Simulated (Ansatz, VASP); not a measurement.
**WS2 (Tungstenite): VASP beside Ansatz**

Aim: how closely do two programs agree when they are given the same cell, functional and k mesh? The cell comes out of the VASP series on this material, whose earlier steps may have relaxed, scaled or displaced it; both programs get it as it stands.

Program: Ansatz 0.2.0. Level of theory: plane waves, with VASP 6.6.1 beside it; relaxation of cell and atoms at r2SCAN and zone-centre phonons at r2SCAN. Results are calculated unless marked as measured.

## Step 1: Starting point

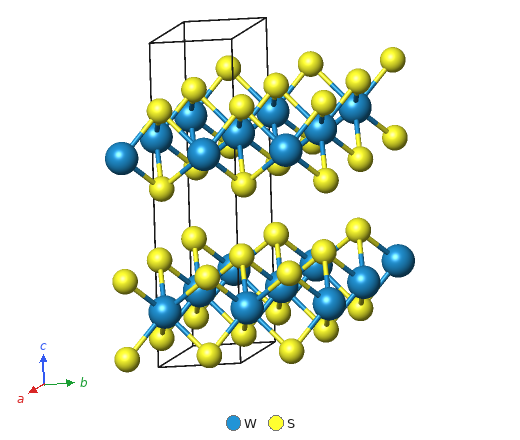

The cell as given, slightly off an axis (tungsten blue, sulfur yellow). 3×3×1 cells are drawn.

Structure file:

```xyz
6
Lattice="3.1758 0.0000 0.0000 -1.5879 2.7503 0.0000 0.0000 0.0000 12.9718" Properties=species:S:1:pos:R:3 pbc="T T T"
W     0.0000    1.8335    3.2430
W     1.5879    0.9168    9.7289
S     0.0000    1.8335    8.1705
S     1.5879    0.9168    1.6846
S     0.0000    1.8335   11.2872
S     1.5879    0.9168    4.8013
```

## Step 2: VASP: relaxation of cell and atoms, r2SCAN

The relaxed volume is the usual yardstick between codes: its relative difference is about their pressure difference at one cell divided by the bulk modulus.

Lines of VASP's logs that name or quote its potential files are left out, and so is its time.

File INCAR:

```
SYSTEM = WS2
PREC = Accurate
ENCUT = 400
EDIFF = 1E-06
NELM = 100
ISMEAR = 0
SIGMA = 0.05
LREAL = .FALSE.
ALGO = Normal
METAGGA = R2SCAN
LASPH = .TRUE.
NBANDS = 24
LORBIT = 11
LWAVE = .FALSE.
LCHARG = .FALSE.
KPAR = 4
IBRION = 2
NSW = 60
ISIF = 3
EDIFFG = -0.01
```

File POSCAR:

```
WS2
1.0
    3.1757954170      0.0000000000      0.0000000000
   -1.5878977085      2.7503195083      0.0000000000
    0.0000000000      0.0000000000     12.9718015124
W S
2 4
Direct
    0.3333333333      0.6666666667      0.2500000000
    0.6666666667      0.3333333333      0.7500000000
    0.3333333333      0.6666666667      0.6298629521
    0.6666666667      0.3333333333      0.1298629521
    0.3333333333      0.6666666667      0.8701370479
    0.6666666667      0.3333333333      0.3701370479
```

File KPOINTS:

```
Automatic mesh
0
Gamma
8 8 2
0 0 0
```

Potentials, in the order of the species: W and S (PBE family, release 64).

On the command line:

```bash
> mpirun -np 4 vasp_std
```

Numbers of over 12 decimals in the logs are rounded to 6 here.

What it wrote:

```text
[banner, memory and clock lines left out]
running    4 mpi-ranks, on    1 nodes
 distrk:  each k-point on    1 cores,    4 groups
 distr:  one band on    1 cores,    1 groups

 POSCAR found type information on POSCAR W S
 POSCAR found :  2 types and       6 ions
|                                                                             |
|               ----> ADVICE to this user running VASP <----                  |
|                                                                             |
|     You enforced a specific xc type in the INCAR file but a different       |
|     [... a line on the potential file left out ...]
|     I HOPE YOU KNOW WHAT YOU ARE DOING!                                     |
|                                                                             |

 LDA part: xc-table for (None), standard interpolation
 POSCAR, INCAR and KPOINTS ok, starting setup
 FFT: planning ... GRIDC
 FFT: planning ... GRID_SOFT
 FFT: planning ... GRID
 WAVECAR not read
 entering main loop
       N       E                     dE             d eps       ncg     rms          rms(c)
DAV:   1     0.660457406124E+02    0.66046E+02   -0.14400E+04   960   0.111E+03
DAV:   2    -0.134826058992E+03   -0.20087E+03   -0.19310E+03  1352   0.254E+02
DAV:   3    -0.146890821822E+03   -0.12065E+02   -0.11994E+02  1280   0.639E+01
DAV:   4    -0.147156508990E+03   -0.26569E+00   -0.26517E+00  1312   0.103E+01
DAV:   5    -0.147161992300E+03   -0.54833E-02   -0.54793E-02  1328   0.138E+00    0.369E+01
DAV:   6    -0.140562622500E+03    0.65994E+01   -0.11633E+01  1336   0.178E+01    0.193E+01
DAV:   7    -0.140445786449E+03    0.11684E+00   -0.32362E+00  1320   0.113E+01    0.101E+01
DAV:   8    -0.140357285753E+03    0.88501E-01   -0.47569E-01  1336   0.434E+00    0.106E+00
DAV:   9    -0.140351697670E+03    0.55881E-02   -0.59472E-02  1288   0.143E+00    0.612E-01
DAV:  10    -0.140352277967E+03   -0.58030E-03   -0.13060E-02  1224   0.683E-01    0.524E-01
DAV:  11    -0.140352370990E+03   -0.93023E-04   -0.71034E-04  1256   0.165E-01    0.420E-01
DAV:  12    -0.140352474573E+03   -0.10358E-03   -0.38170E-04  1224   0.124E-01    0.367E-02
DAV:  13    -0.140352480008E+03   -0.54350E-05   -0.51296E-05  1224   0.505E-02    0.530E-02
DAV:  14    -0.140352480073E+03   -0.65188E-07   -0.30635E-06  1056   0.122E-02
   1 F= -.14035248E+03 E0= -.14035248E+03  d E =-.140352E+03
 curvature:   0.00 expect dE= 0.000E+00 dE for cont linesearch  0.000E+00
 trial: gam= 0.00000 g(F)=  0.921E-06 g(S)=  0.217E-04 ort = 0.000E+00 (trialstep = 0.100E+01)
 search vector abs. value=  0.226E-04
 reached required accuracy - stopping structural energy minimisation
```

OUTCAR, selected parts (step 2):

```text
ion  position               nearest neighbor table
   1  0.333  0.667  0.250-   4 2.41   6 2.41   4 2.41   6 2.41   4 2.41   6 2.41
   2  0.667  0.333  0.750-   3 2.41   5 2.41   3 2.41   5 2.41   3 2.41   5 2.41
   3  0.333  0.667  0.630-   2 2.41   2 2.41   2 2.41
   4  0.667  0.333  0.130-   1 2.41   1 2.41   1 2.41
   5  0.333  0.667  0.870-   2 2.41   2 2.41   2 2.41
   6  0.667  0.333  0.370-   1 2.41   1 2.41   1 2.41

  LATTYP: Found a hexagonal cell.
 ALAT       =     3.1757954170
 C/A-ratio  =     4.0845834851

 Subroutine GETGRP returns: Found 24 space group operations
 (whereof 12 operations were pure point group operations)

The static configuration has the point symmetry D_3d.
 The point group associated with its full space group is D_6h.

 Found     20 irreducible k-points:

   k-points           NKPTS =     20   k-points in BZ     NKDIM =     20   number of bands    NBANDS=     24

   dimension x,y,z NGX =    24 NGY =   24 NGZ =   90
   dimension x,y,z NGXF=    48 NGYF=   48 NGZF=  180

   ENCUT  =  400.0 eV  29.40 Ry    5.42 a.u.   5.18  5.18 21.15*2*pi/ulx,y,z

   NELECT =      36.0000    total number of electrons

 k-points in reciprocal lattice and weights: Automatic mesh
   0.00000000  0.00000000  0.00000000       0.008
   0.12500000  0.00000000  0.00000000       0.047
   0.25000000  0.00000000  0.00000000       0.047
   0.37500000  0.00000000  0.00000000       0.047
   0.50000000  0.00000000  0.00000000       0.023
   0.12500000  0.12500000  0.00000000       0.047
   0.25000000  0.12500000  0.00000000       0.094
   0.37500000  0.12500000  0.00000000       0.094
   0.25000000  0.25000000  0.00000000       0.047
[...]
0.25000000  0.25000000  0.50000000       0.047
   0.37500000  0.25000000  0.50000000       0.047

 average (electrostatic) potential at core
       1 -46.4314       2 -46.4314       3 -89.4845       4 -89.4845       5 -89.4845
       6 -89.4845

 E-fermi :   5.6173

 k-point     1 :       0.0000    0.0000    0.0000
  band No.  band energies     occupation
    ...
     14       3.1134      2.00000
     15       3.1134      2.00000
     16       3.5648      2.00000
     17       4.4522      2.00000
     18       5.3985      2.00000
     19       7.9551      0.00000
     20       7.9555      0.00000
     21       7.9620      0.00000
     22       7.9621      0.00000
     23       8.0730      0.00000
    ...

 k-point     2 :       0.1250    0.0000    0.0000
  band No.  band energies     occupation
    ...
     14       2.7305      2.00000
     15       3.1729      2.00000
     16       3.8810      2.00000
     17       4.4117      2.00000
     18       4.9869      2.00000
     19       7.5168      0.00000
     20       7.8168      0.00000
     21       7.8385      0.00000
     22       7.8805      0.00000
     23       7.9478      0.00000
    ...

 k-point     3 :       0.2500    0.0000    0.0000
  band No.  band energies     occupation
    ...
     14       2.7067      2.00000
     15       2.8711      2.00000
     16       3.4594      2.00000
     17       3.9318      2.00000
     18       4.0246      2.00000
     19       7.0743      0.00000
     20       7.5252      0.00000
     21       7.6417      0.00000
     22       7.8409      0.00000
     23       8.1404      0.00000
    ...

  Total       -0.0052188     -0.0052188      0.0514019      0.0000000     -0.0000000      0.0000000
  in kB       -0.0737982     -0.0737982      0.7268647      0.0000000     -0.0000000      0.0000000
  external PRESSURE =       0.1930895 kB  Pullay stress =       0.0000000 kB

  energy-cutoff  :      400.00
  volume of cell :      113.30
      direct lattice vectors                 reciprocal lattice vectors
     3.175795417  0.000000000  0.000000000     0.314881744  0.181797060  0.000000000
    -1.587897708  2.750319508  0.000000000     0.000000000  0.363594120  0.000000000
     0.000000000  0.000000000 12.971801512     0.000000000  0.000000000  0.077090295

 POSITION                                       TOTAL-FORCE (eV/Angst)
 -----------------------------------------------------------------------------------
     -0.00000      1.83355      3.24295         0.000000      0.000000      0.000000
      1.58790      0.91677      9.72885         0.000000      0.000000      0.000000
     -0.00000      1.83355      8.17046         0.000000      0.000000      0.002185
      1.58790      0.91677      1.68456        -0.000000     -0.000000      0.002185
     -0.00000      1.83355     11.28725         0.000000     -0.000000     -0.002185
      1.58790      0.91677      4.80134        -0.000000     -0.000000     -0.002185
 -----------------------------------------------------------------------------------
    total drift:                                0.000000     -0.000000      0.000000

  FREE ENERGIE OF THE ION-ELECTRON SYSTEM (eV)
  ---------------------------------------------------
  free  energy   TOTEN  =      -140.3524800729 eV

  energy  without entropy=     -140.3524800729  energy(sigma->0) =     -140.35248007

 reached required accuracy - stopping structural energy minimisation

 total charge
# of ion       s       p       d       tot
------------------------------------------
    1        0.545   0.719   4.262   5.526
    2        0.545   0.719   4.262   5.526
    3        1.351   2.385   0.000   3.735
    4        1.351   2.385   0.000   3.735
    5        1.351   2.385   0.000   3.735
    6        1.351   2.385   0.000   3.735
--------------------------------------------------
tot          6.492  10.977   8.525  25.994

[... 3 further parts left out ...]
```

## Step 3: Ansatz: relaxation of cell and atoms, r2SCAN

Ansatz runs on its default PAW (the set named soft_2) files.

The same cell, functional, mesh and smearing now go to Ansatz, which takes its cutoff from its data sets.

File input.yaml:

```yaml
crystal:
  lattice:
    - [3.175795417, 0.0, 0.0]
    - [-1.5878977085, 2.7503195083, 0.0]
    - [0.0, 0.0, 12.9718015124]
  atoms:
    - { symbol: W, position: [0.3333333333, 0.6666666667, 0.25] }
    - { symbol: W, position: [0.6666666667, 0.3333333333, 0.75] }
    - { symbol: S, position: [0.3333333333, 0.6666666667, 0.6298629521] }
    - { symbol: S, position: [0.6666666667, 0.3333333333, 0.1298629521] }
    - { symbol: S, position: [0.3333333333, 0.6666666667, 0.8701370479] }
    - { symbol: S, position: [0.6666666667, 0.3333333333, 0.3701370479] }
hamiltonian:
  xc: r2scan
  pseudopotentials: { kind: paw }
kpoints:
  mp_grid: { grid: [8, 8, 2] }
scf:
  occupations: { method: gaussian, width: 0.05 }
relax:
  f_tol: 0.01
  max_steps: 60
  cell: { stress_tol: 0.05 }
output:
  forces: true
  stress: true
  write_density: true
  write_potential: true
  elf: true
  volumetric_format: npy
```

On the command line:

```bash
> ansatz run input.yaml --threads 4 --pin off --max-ram 9216MiB --backend cpu --events-out ev --progress --plain --runs-dir out
```

What it wrote:

```text
Engine: ansatz 0.2.0, aarch64-unknown-linux-gnu
Pseudopotentials: kind: paw
Pseudopotential: W, paw, valence charge 14, recommended cutoff 500 eV (meta_gga), W.paw.azcp
Pseudopotential: S, paw, valence charge 6, recommended cutoff 500 eV (meta_gga), S.paw.azcp
Functional definition: r2SCAN
  parameter k0 = 0.174
  parameter k1 = 0.065
  parameter a1 = 4.9479
  exchange = r2scan_x(k0 = k0, k1 = k1, a1 = a1)
  correlation = r2scan_c
Crystal: 6 atoms, lattice volume = 113.302 Å³
Basis set: ecut = 500 eV, 2873 PW (Γ), exchange–correlation on 96×96×384 points (64 copies of the dense FFT grid, shifted against one another)
Bands: 32, of which v1, the nominal top of the filled ones, is band 26 counted from 1 (25 counted from 0)
Symmetry: 24 space group operations
Space group: P63/mmc (ITA 194), of the structure as read, at distance tolerance 4.8e-5 Å
k-points: 20 of 128
Non-local potential: W, projectors of the file, l = 0: 3, l = 1: 2, l = 2: 2, l = 3: 1
Non-local potential: S, projectors of the file, l = 0: 2, l = 1: 2, l = 2: 2
PAW form: soft (Blöchl's): semilocal exchange-correlation on the pseudo side does not see the compensation charge
PAW frozen core: W, regenerated for the run's functional (the file was generated under x = pbe(κ = 0.804, μ = 0.219515), c = pbe(β = 0.066725))
PAW frozen core: S, regenerated for the run's functional (the file was generated under x = pbe(κ = 0.804, μ = 0.219515), c = pbe(β = 0.066725))
PAW one-centre angular grid: W, 590 points (default); XC on 160 Gauss nodes
PAW one-centre angular grid: S, 302 points (default); XC on 160 Gauss nodes
Initial density: superposition of atomic densities (neutral atoms: chi_scale 0, normalization atom), corrected by the library's trained network
Initial wavefunctions: pseudopotential atomic-orbital guess
Functional: x = r2scan, c = r2scan; τ floored in thin density (d = 2e-4 eV/Å³)
SCF iter   1: F=—  HF=-24423.160434 eV  |F-HF|=—  |Δ(HF+E_count)|=         —  Δρ=7.92e-3  dr2=5.57e-2  dr2_τ=1.69e-1  ethr=1.77e-3  ⟨swp⟩=6.3  Hψ=3020  notcnv=0
preconditioner: auto → Resta (q_TF=auto, 2.396 Å⁻¹)  ε∞=6.6  [insulator: Δε(μ)=1.476 eV  Ē_g=8.827 eV  σ=0.050 eV  W_gap=1.00  n_scr=26 (ndim 8)  ℏωp=20.9 eV  f_vac=0.046  D(μ)=0.00/eV (n_scr^D=0)  ε∞_Penn≈6.6]
SCF iter   2: F=—  HF=-24423.296825 eV  |F-HF|=—  |Δ(HF+E_count)|=   1.36e-1  Δρ=4.51e-3  dr2=1.38e-2  dr2_τ=2.59e-3  ethr=1.07e-4  ⟨swp⟩=2.0  Hψ=1252  notcnv=0  defer=29
SCF iter   3: F=—  HF=-24423.300869 eV  |F-HF|=—  |Δ(HF+E_count)|=   4.04e-3  Δρ=2.67e-3  dr2=3.39e-3  dr2_τ=3.74e-4  ethr=2.65e-5  ⟨swp⟩=2.2  Hψ=844  notcnv=0  defer=29
SCF iter   4: F=—  HF=-24423.304465 eV  |F-HF|=—  |Δ(HF+E_count)|=   3.60e-3  Δρ=2.14e-4  dr2=4.90e-5  dr2_τ=6.20e-6  ethr=6.52e-6  ⟨swp⟩=2.2  Hψ=1082  notcnv=0  defer=29
SCF iter   5: F=—  HF=-24423.304491 eV  |F-HF|=—  |Δ(HF+E_count)|=   2.55e-5  Δρ=6.48e-5  dr2=1.01e-5  dr2_τ=4.13e-7  ethr=9.43e-8  ⟨swp⟩=2.1  Hψ=936  notcnv=0  defer=29
SCF iter   6: F=—  HF=-24423.304495 eV  |F-HF|=—  |Δ(HF+E_count)|=   3.69e-6  Δρ=1.67e-5  dr2=7.29e-7  dr2_τ=1.69e-8  ethr=1.94e-8  ⟨swp⟩=2.0  Hψ=951  notcnv=0  defer=29
SCF iter   7: F=-24423.304495 eV  HF=-24423.304495 eV  |F-HF|=6.12e-9  |Δ(HF+E_count)|=   2.36e-7  Δρ=3.48e-6  dr2=1.23e-8  dr2_τ=1.19e-9  ethr=1.92e-10  ⟨swp⟩=10.1  Hψ=4582  notcnv=0
SCF 1 converged in 7 iterations: F = -24423.304495 eV  dr2 = 1.23e-8
  greatest PAW one-centre occupation: 0.999 electrons in one spin orbital (limit 2), on the W atom at site 1 (counted from 0), in its partial waves of l = 0
relax step   1: F+E_penalty+E_count = -24423.30449491 eV  Δ(F+E_penalty+E_count) = +0.000e0 eV  max|allowed force component| = 5.770e-2 eV/Å  Δτ_max = 0.0000 Å  P = +0.727 GPa  Ω = 113.302 Å³  (7 SCF iters, dr2 threshold 1.00e-7 eV, accepted)
[...]
relax step   2: F+E_penalty+E_count = -24423.30380007 eV  Δ(F+E_penalty+E_count) = +6.948e-4 eV  max|allowed force component| = 2.892e-2 eV/Å  Δτ_max = 0.0107 Å  P = -0.401 GPa  Ω = 114.905 Å³  energy of the carried Pulay correction = -4.141e-4 eV  (6 SCF iters, dr2 threshold 6.00e-7 eV, rejected (line search))
[...]
relax step   3: F+E_penalty+E_count = -24423.30564161 eV  Δ(F+E_penalty+E_count) = -1.147e-3 eV  max|allowed force component| = 9.554e-3 eV/Å  Δτ_max = 0.0031 Å  P = +0.110 GPa  Ω = 113.965 Å³  energy of the carried Pulay correction = -1.720e-4 eV  (8 SCF iters, accepted)
[...]
relax step   4: F+E_penalty+E_count = -24423.30571512 eV  Δ(F+E_penalty+E_count) = -7.351e-5 eV  max|allowed force component| = 1.218e-3 eV/Å  Δτ_max = 0.0042 Å  P = +0.003 GPa  Ω = 114.340 Å³  energy of the carried Pulay correction = -2.688e-4 eV  (6 SCF iters, dr2 threshold 9.11e-8 eV, accepted)
[...]
relax step   5: F+E_penalty+E_count = -24423.30570566 eV  Δ(F+E_penalty+E_count) = +9.464e-6 eV  max|allowed force component| = 1.828e-4 eV/Å  Δτ_max = 0.0027 Å  P = +0.002 GPa  Ω = 114.531 Å³  energy of the carried Pulay correction = -3.180e-4 eV  (7 SCF iters, dr2 threshold 7.96e-9 eV, accepted)
[...]
relax step   6: F+E_penalty+E_count = -24423.30603500 eV  Δ(F+E_penalty+E_count) = -3.293e-4 eV  max|allowed force component| = 2.033e-4 eV/Å  Δτ_max = 0.0000 Å  P = +0.003 GPa  Ω = 114.531 Å³  stress off target by 7.90e-3 GPa  SCF on the basis re-selected at this cell (its energy is not comparable with the rows above)  (5 SCF iters)
basis re-selected at this cell: Δ(F+E_penalty+E_count) = -3.293e-4 eV, ΔP = +0.001 GPa vs the last step (what re-selecting the basis moved, of the pressure what is left beyond the Pulay correction that the steps carried, after the strain that the cell walked since its last selection, with what the two solves' SCF thresholds leave and, on support functions, any second-order correction that the steps lacked; it is no m [...]
SCF converged after 5 iterations
Free energy (F): -24423.306035 eV
Harris-Foulkes:  -24423.306035 eV  (|F-HF|=7.28e-12)
Internal energy: -24423.306035 eV  (E = F + TS)
E sigma→0 (E₀):  -24423.306035 eV
Fermi energy:    11.020520 eV
--- Per-component energies (eV) ---
  E_band       = -475.057770
  E_kinetic    = 1332.608368
  E_local      = -4051.674276  (includes V_loc(G=0)·N_el)
  E_nonlocal   = 115.463403
  E_hartree    = 1635.369430
  E_xc         = -866.382962
  E_vxc        = -899.652305  (∫ρ·V_xc dr)
  E_paw        = -19624.361490  (= ΣΔE_a)
  E_vpaw       = -287.144112  (= ΣTr[D̂ρ^β])
  E_aug_tail   = -0.000096  (compensation charges beyond the density's cutoff)
  E_vtau       = 44.602110  (kinetic-family band-sum trace: ∫τ·v_τ [+ j·A + Jᵃ·Aᵃ] dr)
  E_ewald      = -2962.713447
  E_core_change = -1.614965  (= ΣΔE_core)
  E_smearing   = -0.000000  (= −TS)
  E_closure    = 0.000000  (closes the sum)
  Σ components = -24423.306035   (vs F -24423.306035, Δ=0.00e0)
--- Forces (eV/Å), atoms counted from 1 ---
  atom   1  W      0.00000000     0.00000000     0.00000000
  atom   2  W      0.00000000    -0.00000000    -0.00000000
  atom   3  S     -0.00000000     0.00000000     0.00020329
  atom   4  S      0.00000000    -0.00000000     0.00020329
  atom   5  S     -0.00000000     0.00000000    -0.00020329
  atom   6  S      0.00000000    -0.00000000    -0.00020329
  max |Σ_I F_I| component: 2.31e-18 eV/Å
--- Stress (GPa, compression-positive) ---
        0.000565       0.000000      -0.000000
       -0.000000       0.000565      -0.000000
       -0.000000      -0.000000       0.007899
  P = ⅓ Tr σ = 0.0030 GPa (0.030 kbar)
--- Band table (eV; the first three rows and the last of 20) ---
  k-point 0: bands = [... 22 lower, 7.9681, 8.3779, 9.3475, 10.2663, 12.8099, 12.8099, 12.8149, 12.8149, ... 2 higher]
  k-point 1: bands = [... 22 lower, 7.9572, 7.9572, 9.9556, 9.9556, 12.8100, 12.8100, 12.8100, 12.8100, ... 2 higher]
  k-point 2: bands = [... 22 lower, 8.0331, 8.7126, 9.3029, 9.8619, 12.3699, 12.6777, 12.6973, 12.7309, ... 2 higher]
  k-point 19: bands = [... 22 lower, 7.3279, 7.3279, 9.5200, 9.5200, 11.9173, 11.9173, 13.3667, 13.3667, ... 2 higher]
--- Relaxed structure (5 steps of the walk, 4 accepted, 1 SCFs on fresh bases) ---
  F+E_penalty+E_count = -24423.30603500 eV   max|allowed force component| = 2.033e-4 eV/Å   (the final SCF, on the basis selected at the relaxed cell)
  cell:  # Å, volume = 114.5307 Å³
    - [3.181625, 0, 0]
    - [-1.590813, 2.755368, 0]
    - [0, 0.0, 13.064510]
  atoms:
    - { symbol: W, position: [0.333333, 0.666667, 0.250000] }
    - { symbol: W, position: [0.666667, 0.333333, 0.750000] }
    - { symbol: S, position: [0.333333, 0.666667, 0.630632] }
    - { symbol: S, position: [0.666667, 0.333333, 0.130632] }
    - { symbol: S, position: [0.333333, 0.666667, 0.869368] }
    - { symbol: S, position: [0.666667, 0.333333, 0.369368] }
```

Run time: 13 s. Hardware: 4 threads of Arm Neoverse V2, shared host; peak memory 0.69 GiB; 50 s of CPU time.

## Step 4: Side by side

Known differences besides the PAW data sets themselves: VASP keeps PBE cores, Ansatz makes them for the functional; both relaxations stop at a tolerance, which leaves soft axes loose, and VASP keeps its plane-wave basis; the data sets hold 52 valence electrons in Ansatz (default PAW (the set named soft_2) files) and 36 in VASP; the cutoff is 500 eV in Ansatz and 400 eV in VASP; Ansatz adds a Pulay correction to the stress that steers its cell, VASP none. Total energies have different zeros and are not compared.

Compared:

| quantity | Ansatz | VASP | difference |
| --- | --- | --- | --- |
| volume (Å³) | 114.53 | 113.30 | +1.08 % |
| edge a after relaxation, in the typed setting (Å) | 3.182 | 3.176 | +0.18 % |
| edge c after relaxation, in the typed setting (Å) | 13.065 | 12.972 | +0.71 % |

The walks stopped with 0.00 GPa left in Ansatz and 0.02 GPa in VASP; each walk ends within a tolerance, so the volume difference is uncertain by about these residues over the bulk modulus, most in soft cells.

(Continued in part 2 of 2.)

[Lines on the potential files, build, host, timing and source positions are cut from VASP's logs without a mark.]

[Logs are printed without paths, hosts, clocks, repeated set-up lines and the standing remarks that a program may print on its own settings, such as how far it seeks lower states.]

[Hosts, paths, dates, database ids (printed as entryN), source tags and the programs' standing remarks are cut or masked in the printed files.]
